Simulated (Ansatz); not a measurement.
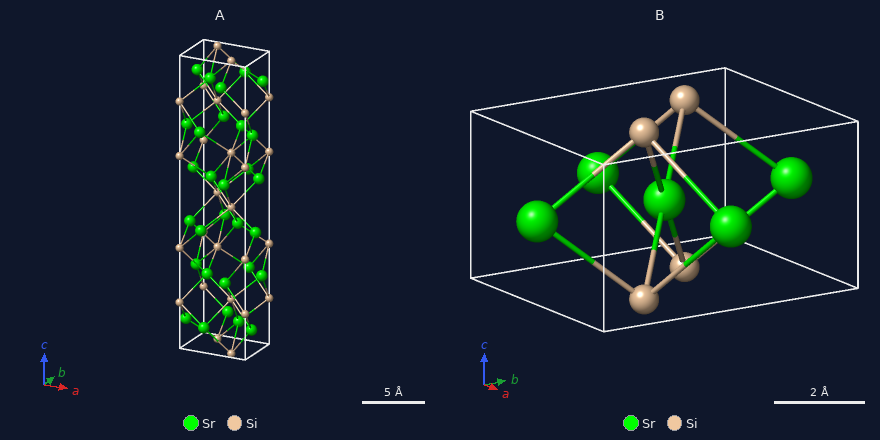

Two structures of Sr3Si2, each relaxed to rest (conventional cells in solid outline, small ones repeated, not to one scale). Method: Ansatz 0.2.0, DFT PBE, scalar-relativistic, plane waves, PAW, without spin polarisation.

Identify the two structures.

A: 30 atoms a cell on a rhombohedral (trigonal R) lattice, R-3c. B: 5 atoms a cell on a primitive hexagonal lattice, P6/mmm.

Which has the lower energy, and by how much?

A is lower, by 78 meV/atom at this level of theory (energies at zero smearing). Volumes: A 38.8, B 51.0 Å³/atom.

One or both may be structure types tried for this composition rather than known phases.
